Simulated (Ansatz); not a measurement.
# PBE0/6-31G(d) (spherical functions) run of CH7BSi2 (SMILES CB1[SiH2][SiH2]1)

What is the energy change on altering one bond length of CH7BSi2 at PBE0/6-31G* (spherical functions)? 

Program for the calculation: Ansatz 0.2.0.

75 further runs of the same task are left out: 75 set aside as unsound or not needed.

## (1) The structure to begin with

CH7BSi2: 11 atoms, total charge 0, spin state singlet. SMILES: `CB1[SiH2][SiH2]1`. Geometry: relaxed at PBE0-D4/def2-TZVP.

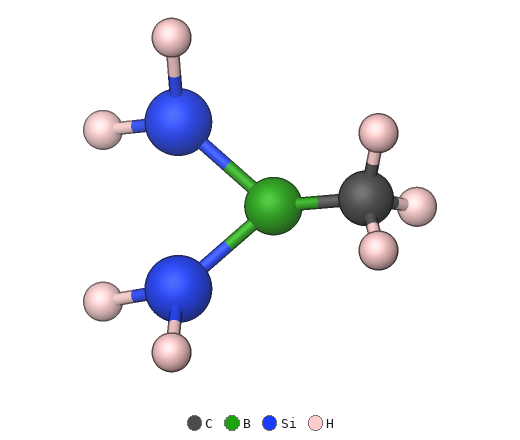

Viewed from a chosen angle; carbon dark grey, boron green, silicon blue, hydrogen pink.

## (2) A single-point energy at PBE0/6-31G(d) (spherical functions)

job.yaml reads:

```yaml
basis:
  gaussian:
    orbitals: 6-31G_st_-spherical.json
crystal:
  periodic: [false, false, false]
  atoms:
    - symbol: C
      position_ang: [-0.263900, 1.793500, 0.099500]
    - symbol: B
      position_ang: [-0.450600, 0.243000, -0.016600]
    - symbol: Si
      position_ang: [0.018800, -1.148600, 1.199400]
    - symbol: Si
      position_ang: [0.210300, -0.982900, -1.318800]
    - symbol: H
      position_ang: [0.165600, 2.121800, 1.048800]
    - symbol: H
      position_ang: [-1.271300, 2.229100, 0.051100]
    - symbol: H
      position_ang: [0.301000, 2.238000, -0.723000]
    - symbol: H
      position_ang: [-0.479200, -2.541300, 1.107000]
    - symbol: H
      position_ang: [0.876900, -0.975400, 2.403900]
    - symbol: H
      position_ang: [1.239000, -0.662800, -2.346600]
    - symbol: H
      position_ang: [-0.281200, -2.371200, -1.484200]
total_charge: 0
hamiltonian:
  xc: {name: PBE0}
accuracy: high
output: {orbitals: {seedname: orbitals}}
```

The basis set 6-31G* is read from a file made from the Basis Set Exchange's data (not shown).

Launch:

```
$ ansatz run job.yaml --threads 1 --pin off --max-ram 3480MiB --events-out events.jsonl --progress --plain --runs-dir runs
```

The log of the run:

```text
Warning: RAYON_NUM_THREADS=1 ignored (pool sized by the plan → 1); use --threads N
Functional definition: PBE0
  name "PBE0"
  parameter a = 0.25
  parameter kappa = 0.804
  parameter beta = 0.06672455060314922
  exchange = (1 - a)*pbe_x(kappa = kappa, mu = beta*pi^2/3) + a*exact_x
  correlation = pbe_c(beta = beta)
1867 factors; integrals over basis functions are off by at most 3.4e-9 eV
mean field evaluation 1: about -17565.9353 eV, gradient 4.0e1 eV
mean field evaluation 2: about -17562.1742 eV, gradient 5.1e1 eV
mean field evaluation 4: about -17570.3247 eV, gradient 2.7e0 eV
mean field evaluation 8: about -17570.5742 eV, gradient 1.6e-1 eV
mean field evaluation 16: about -17570.5743 eV, gradient 6.5e-5 eV
mean field -17570.57430308 eV, -645.7066958753 hartree, gradient 1.9e-8 eV, S^2 0.000000; 0 other end points of the search recorded, 0 dependent functions left out
reference -17570.57430597 eV, -645.7066959813 hartree; 23, 23 occupied and 55, 55 virtual orbitals, 1867 factors
Total energy: -17570.57430597 eV, -645.7066959813 hartree
```

It took 9.3 s on 1 thread of Arm Neoverse V1, shared host; peak memory 0.27 GiB.

## (3) The distorted shape at the same level

input.yaml reads:

```yaml
crystal:
  periodic: [false, false, false]
  atoms:
    - {symbol: C, position_ang: [-0.950368, 1.654942, -0.864084]}
    - {symbol: B, position_ang: [-1.137068, 0.104442, -0.980184]}
    - {symbol: Si, position_ang: [-0.667668, -1.287158, 0.235816]}
    - {symbol: Si, position_ang: [-0.476168, -1.121458, -2.282384]}
    - {symbol: H, position_ang: [-0.520868, 1.983242, 0.085216]}
    - {symbol: H, position_ang: [-1.957768, 2.090542, -0.912484]}
    - {symbol: H, position_ang: [-0.385468, 2.099442, -1.686584]}
    - {symbol: H, position_ang: [-1.165668, -2.679858, 0.143416]}
    - {symbol: H, position_ang: [0.876900, -0.975400, 2.403900]}
    - {symbol: H, position_ang: [0.552532, -0.801358, -3.310184]}
    - {symbol: H, position_ang: [-0.967668, -2.509758, -2.447784]}
basis:
  gaussian: {orbitals: 6-31G_st_-spherical.json}
hamiltonian: {xc: pbe0}
accuracy: high
output: {orbitals: {seedname: orbitals}}
```

The basis set 6-31G* is read from a file made from the Basis Set Exchange's data (not shown).

Launch:

```
$ ansatz run input.yaml --threads 1 --pin off --max-ram 3480MiB --events-out events.jsonl --progress --plain --runs-dir runs
```

The log of the run:

```text
Warning: RAYON_NUM_THREADS=1 ignored (pool sized by the plan → 1); use --threads N
[... 7 set-up lines as earlier in the session ...]
1869 factors; integrals over basis functions are off by at most 3.5e-9 eV
mean field evaluation 1: about -17562.6322 eV, gradient 4.1e1 eV
mean field evaluation 2: about -17555.4894 eV, gradient 5.7e1 eV
mean field evaluation 4: about -17567.0935 eV, gradient 5.1e0 eV
mean field evaluation 8: about -17567.4449 eV, gradient 9.5e-1 eV
mean field evaluation 16: about -17567.4490 eV, gradient 2.3e-4 eV
mean field -17567.44902656 eV, -645.5918440816 hartree, gradient 4.6e-8 eV, S^2 0.000000; 0 other end points of the search recorded, 0 dependent functions left out
reference -17567.44902948 eV, -645.5918441887 hartree; 23, 23 occupied and 55, 55 virtual orbitals, 1869 factors
Total energy: -17567.44902948 eV, -645.5918441887 hartree
```

Wall time 9.9 s (1 thread of Arm Neoverse V1, shared host); peak memory 0.27 GiB.

## (4) What came out

Level: PBE0/6-31G* (spherical functions).

| quantity | value |
| --- | --- |
| first shape: total energy | -645.70670 Eh |
| first shape: HOMO energy | -6.43 eV |
| first shape: LUMO energy | -1.36 eV |
| first shape: HOMO–LUMO gap | 5.07 eV |
| distorted shape: total energy | -645.59184 Eh |
| distorted shape: HOMO energy | -6.60 eV |
| distorted shape: LUMO energy | -2.94 eV |
| distorted shape: HOMO–LUMO gap | 3.66 eV |
| energy change with the Si3–H9 bond stretched from 1.489 to 2.680 Å | 3.125 eV |

What this shows: One bond (distorted shape) is far stretched, which a spin-restricted single reference describes badly; a broken-symmetry solution may lie lower. With the Si3–H9 bond stretched from 1.489 to 2.680 Å the energy rises by 3.13 eV (72 kcal/mol). The first shape isn't relaxed at this level, so the change isn't measured from a minimum. A restricted reference can't describe the breaking bond well at this length.
